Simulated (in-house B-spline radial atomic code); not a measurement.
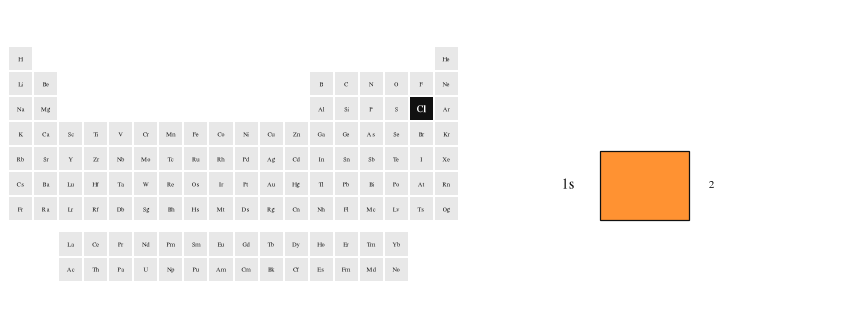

Fig. 1: Left, the place of chlorine in the periodic table; right, the outer shells of the closed core: a box for each of the 2l + 1 orbitals, shaded by the share of the shell that is filled, with the electron count at the right.

## Many-body perturbation calculation for Cl¹³⁺

Cl¹³⁺, core 1s2. Computed at this level: configuration interaction of two valence electrons with many-body perturbation theory for the core (screened one- and two-electron correlation potentials), Breit and QED, no-pair Dirac, B-spline basis (in-house B-spline radial atomic code).

**Input**
```
basis_form = 3
Z = 17
core_configuration = 1s2
rms_radius = 3.3654
mass_number = 35
speed_of_light = 137.035999084
box_radius = 6.0
lmax = 6
intervals = 61
virtual_cutoff = 578.0
```

Launched within a batch (the task file carries these settings):
```bash
python <driver script> task.json out
```

The program writes its results to a structured record and prints no log; tables and figures of this report are taken from that record.

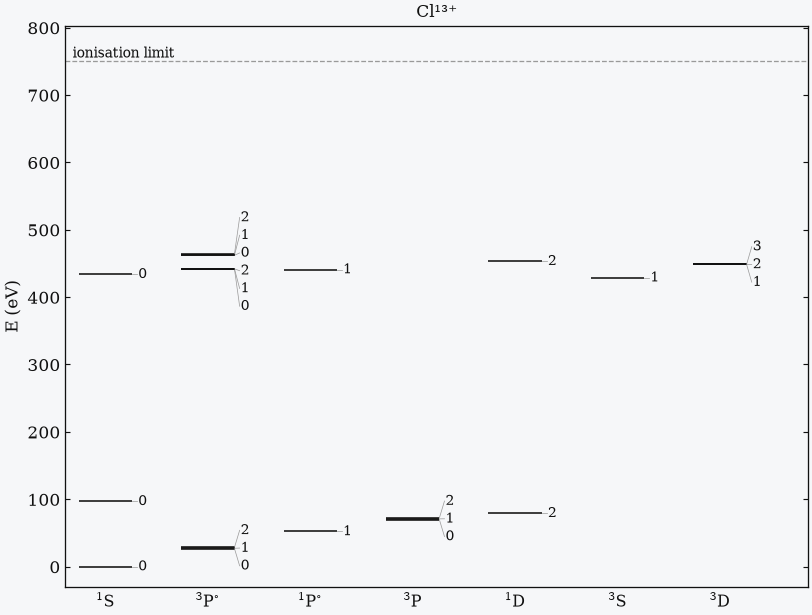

Fig. 2: Levels of Cl¹³⁺, two electrons outside the core 1s². CI+MBPT: configuration interaction in the frozen-core Dirac–Hartree–Fock potential with screened core-valence correlation, Breit and QED terms; computed with a B-spline radial code. The lowest level is 2s² ¹S₀. The first excited level, 2s 2p ³P°₀, lies at 26.5 eV. It is also the lowest level of opposite parity. The ionisation energy is 750.5 eV, against 750.7 eV from CI without core-valence correlation and a semi-empirical value of 750.2 eV.

| Level | E (eV) |
| --- | --- |
| 2s² ¹S₀ | 0 |
| 2s 2p ³P°₀ | 26.51 |
| 2s 2p ³P°₁ | 27.21 |
| 2s 2p ³P°₂ | 28.80 |
| 2s 2p ¹P°₁ | 52.17 |
| 2p² ³P₀ | 69.90 |
| 2p² ³P₁ | 70.83 |
| 2p² ³P₂ | 72.12 |
| 2p² ¹D₂ | 79.18 |
| 2p² ¹S₀ | 96.81 |
| 2s 3s ³S₁ | 428.8 |
| 2s 3s ¹S₀ | 433.8 |
| 2s 3p ¹P°₁ | 440.9 |
| 2s 3p ³P°₀ | 441.2 |
| 2s 3p ³P°₁ | 441.6 |
| 2s 3p ³P°₂ | 441.9 |

**Results in brief**

- outcome: converged
- hardware: 1 CPU thread, shared host
- wall time: 52 s
